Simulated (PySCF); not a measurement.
```xyz
18

F    -2.8096   -1.1814   -0.3166
C    -2.3906   -0.0294    0.2365
F    -3.4254    0.8159    0.1652
F    -2.1882   -0.2872    1.5338
C    -1.1499    0.4920   -0.4723
Cl   -0.7440    2.0682    0.2595
C     0.0021   -0.4808   -0.3562
C     1.2663   -0.0106   -1.1084
C     2.2135    0.2546    0.0798
Si    0.9665   -0.4981    1.3171
H    -1.4298    0.6880   -1.5144
H    -0.3586   -1.4466   -0.7152
H     1.6470   -0.7962   -1.7582
H     1.0890    0.8754   -1.7166
H     2.4008    1.3163    0.2232
H     3.1806   -0.2314   -0.0191
H     1.2458   -1.8696    1.7408
H     0.4759    0.3272    2.4094
```

Geometry: GFN2-xTB.

Method: PBE0/pcSseg-1, SCF density, gas phase, non-relativistic (PySCF 2.14.0).

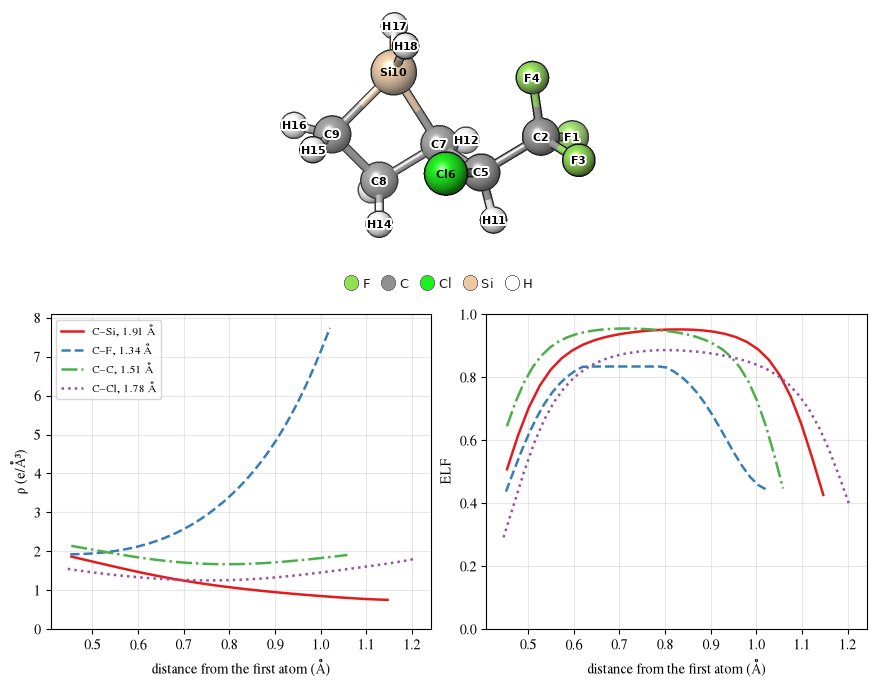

C₅H₈ClF₃Si. Electron density and electron localisation function along straight lines between neighbouring atoms. The curves leave out the atomic cores. The structure is drawn too.

Compare the contacts.

C–Si (1.91 Å): the density is about 0.89 e/Å³ at the midpoint; the ELF peaks at about 0.95 between the atoms: a covalent bond.
C–F (1.34 Å): ρ at the midpoint is about 2.4 e/Å³; the ELF peaks at about 0.85 between the atoms; a shared but strongly polarised pair.
C–C (1.51 Å): the density is about 1.7 e/Å³ at the midpoint; the ELF peaks at about 0.95 between the atoms; localised, covalent bonding.
C–Cl (1.78 Å): ρ at the midpoint is about 1.3 e/Å³; the ELF peaks at about 0.90 between the atoms (a shared electron pair).
